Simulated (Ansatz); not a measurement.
```json
{"atom": "Br", "x (Å)": "-1.6047", "y (Å)": "-1.5035", "z (Å)": "0.4875"}
{"atom": "B", "x (Å)": "-0.5305", "y (Å)": "-0.3632", "z (Å)": "-0.6754"}
{"atom": "C", "x (Å)": "0.6196", "y (Å)": "0.4633", "z (Å)": "0.5479"}
{"atom": "H", "x (Å)": "0.2737", "y (Å)": "-0.9707", "z (Å)": "-1.3406"}
{"atom": "H", "x (Å)": "-1.1266", "y (Å)": "0.5992", "z (Å)": "-1.0946"}
{"atom": "H", "x (Å)": "-0.0075", "y (Å)": "1.0353", "z (Å)": "1.2367"}
{"atom": "H", "x (Å)": "1.1686", "y (Å)": "1.0683", "z (Å)": "-0.1806"}
{"atom": "H", "x (Å)": "1.2075", "y (Å)": "-0.3286", "z (Å)": "1.0192"}
```

The calculation used UKS CAM-B3LYP-D4/def2-SVP (Ansatz).

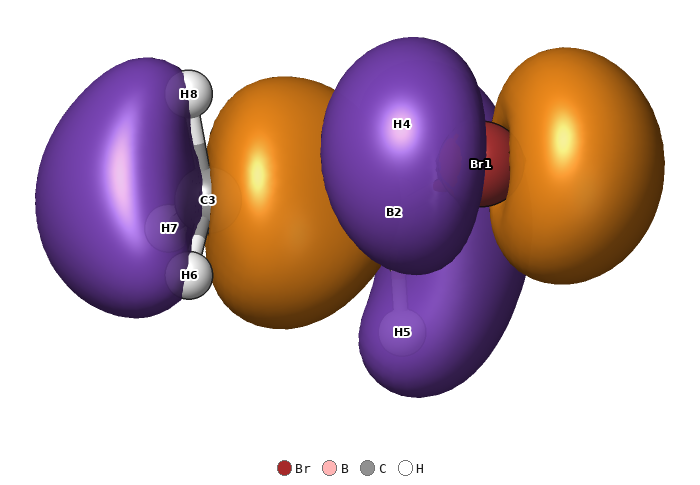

BBrH2···CH3 (doublet). The LUMO (β) at ±0.08 Å⁻³ᐟ² (orange and purple are the two phases), seen from one side.

Q: Where does this orbital lie, and at what energy?

A: It lies mainly on C3 (about 35 %), Br1 (about 30 %) and B2 (about 20 %). Its energy is −3.85 eV.
